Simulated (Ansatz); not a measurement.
**CH5AlFN (SMILES C[NH][AlH][F]) at B3LYP/def2-SVP**

What is the energy change on altering one bond length of CH5AlFN at B3LYP/def2-SVP? 

The results are computed with Ansatz 0.2.0.

122 further runs of the same task are left out: 122 set aside as unsound or not needed. Runs told in other sessions of the task aren't counted.

## Step 1: The system as given

CH5AlFN: 9 atoms, total charge 0, spin state singlet. SMILES: `C[NH][AlH][F]`. Geometry: relaxed at PBE0-D4/def2-TZVP. This is one conformer, not always the lowest.

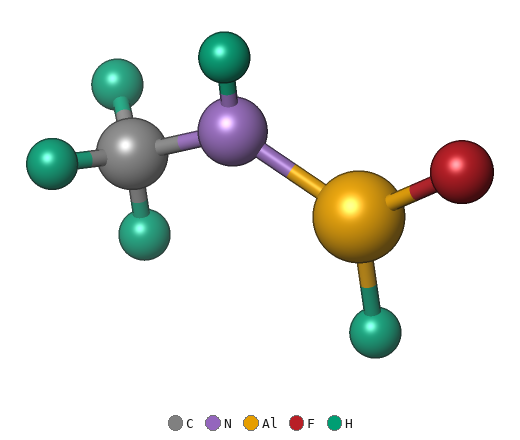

The structure, seen from a chosen angle (carbon grey, nitrogen purple, aluminium amber, fluorine red, hydrogen teal).

## Step 2: A single-point energy at B3LYP/def2-SVP

Contents of run.yaml:

```yaml
crystal:
  periodic: [false, false, false]
  atoms:
    - {symbol: C, position_ang: [-0.498500, 0.834500, -0.836100]}
    - {symbol: "N", position_ang: [-0.009500, -0.442400, -0.359300]}
    - {symbol: Al, position_ang: [0.650300, -0.801700, 1.230200]}
    - {symbol: F, position_ang: [1.143100, -2.349500, 1.529300]}
    - {symbol: H, position_ang: [-1.557500, 0.796500, -1.116400]}
    - {symbol: H, position_ang: [-0.401400, 1.589000, -0.050800]}
    - {symbol: H, position_ang: [0.064700, 1.198400, -1.703100]}
    - {symbol: H, position_ang: [-0.081000, -1.165900, -1.058800]}
    - {symbol: H, position_ang: [0.778300, 0.294800, 2.347800]}
basis:
  gaussian: {orbitals: def2-SVP}
hamiltonian: {xc: {name: B3LYP}}
accuracy: high
output: {orbitals: {seedname: orbitals}}
```

Started as:

```sh
$ ansatz run run.yaml --threads 1 --pin off --max-ram 2610MiB --events-out events.jsonl --progress --plain --runs-dir runs
```

Standard output:

```text
Warning: RAYON_NUM_THREADS=1 ignored (pool sized by the plan → 1); use --threads N
Functional definition: B3LYP
  name "B3LYP"
  parameter a0 = 0.2
  parameter ax = 0.72
  parameter ac = 0.81
  exchange = (1 - a0 - ax)*slater_x + ax*b88_x + a0*exact_x
  correlation = (1 - ac)*vwn_rpa_c + ac*lyp_c
1942 factors; integrals over basis functions are off by at most 8.1e-9 eV
mean field evaluation 1: about -11910.2021 eV, gradient 6.7e1 eV
mean field evaluation 2: about -11888.0043 eV, gradient 1.1e2 eV
mean field evaluation 4: about -11919.1688 eV, gradient 8.4e0 eV
mean field evaluation 8: about -11919.4229 eV, gradient 4.4e-1 eV
mean field evaluation 16: about -11919.4232 eV, gradient 7.9e-6 eV
mean field -11919.42319852 eV, -438.0307232705 hartree, gradient 3.2e-8 eV, S^2 0.000000; 0 other end points of the search recorded, 0 dependent functions left out
reference -11919.42324097 eV, -438.0307248305 hartree; 20, 20 occupied and 65, 65 virtual orbitals, 1942 factors
Total energy: -11919.42324097 eV, -438.0307248305 hartree
```

Run time: 6.9 s. Hardware: 1 thread of Arm Neoverse V2, shared host; peak memory 0.27 GiB.

## Step 3: The distorted shape at the same level

Contents of input.yaml:

```yaml
crystal:
  periodic: [false, false, false]
  atoms:
    - {symbol: C, position_ang: [-0.572416, 1.066656, -0.880962]}
    - {symbol: "N", position_ang: [-0.083416, -0.210244, -0.404162]}
    - {symbol: Al, position_ang: [0.576384, -0.569544, 1.185338]}
    - {symbol: F, position_ang: [1.143100, -2.349500, 1.529300]}
    - {symbol: H, position_ang: [-1.631416, 1.028656, -1.161262]}
    - {symbol: H, position_ang: [-0.475316, 1.821156, -0.095662]}
    - {symbol: H, position_ang: [-0.009216, 1.430556, -1.747962]}
    - {symbol: H, position_ang: [-0.154916, -0.933744, -1.103662]}
    - {symbol: H, position_ang: [0.704384, 0.526956, 2.302938]}
basis:
  gaussian: {orbitals: def2-SVP}
hamiltonian: {xc: {name: B3LYP}}
output: {orbitals: {seedname: orbitals}}
accuracy: high
```

Started as:

```sh
$ ansatz run input.yaml --threads 1 --pin off --max-ram 2610MiB --events-out events.jsonl --progress --plain --runs-dir runs
```

Standard output (excerpt; [...] marks lines left out):

```text
Warning: RAYON_NUM_THREADS=1 ignored (pool sized by the plan → 1); use --threads N
[... 7 set-up lines as earlier in the session ...]
1937 factors; integrals over basis functions are off by at most 7.6e-9 eV
mean field evaluation 1: about -11909.3730 eV, gradient 6.7e1 eV
mean field evaluation 2: about -11883.7371 eV, gradient 1.2e2 eV
mean field evaluation 4: about -11918.6232 eV, gradient 8.2e0 eV
mean field evaluation 8: about -11918.8842 eV, gradient 9.9e-1 eV
mean field evaluation 16: about -11918.8866 eV, gradient 1.6e-5 eV
mean field -11918.88656009 eV, -438.0110021718 hartree, gradient 3.3e-8 eV, S^2 0.000000; 0 other end points of the search recorded, 0 dependent functions left out
reference -11918.88660251 eV, -438.0110037308 hartree; 20, 20 occupied and 65, 65 virtual orbitals, 1937 factors
Total energy: -11918.88660251 eV, -438.0110037308 hartree
```

Run time: 6.6 s. Hardware: 1 thread of Arm Neoverse V2, shared host; peak memory 0.27 GiB.

## Step 4: Outcome

Level: B3LYP/def2-SVP.

| quantity | value |
| --- | --- |
| first shape: total energy | -438.03072 Eh |
| first shape: HOMO energy | -6.66 eV |
| first shape: LUMO energy | -0.16 eV |
| first shape: HOMO–LUMO gap | 6.50 eV |
| distorted shape: total energy | -438.01100 Eh |
| distorted shape: HOMO energy | -6.91 eV |
| distorted shape: LUMO energy | -0.53 eV |
| distorted shape: HOMO–LUMO gap | 6.38 eV |
| energy change with the Al3–F4 bond stretched from 1.652 to 1.899 Å | 0.537 eV |

**Reading.** With the Al3–F4 bond stretched from 1.652 to 1.899 Å the energy rises by 0.54 eV (12.4 kcal/mol). The first shape isn't relaxed at this level, so the change isn't measured from a minimum.
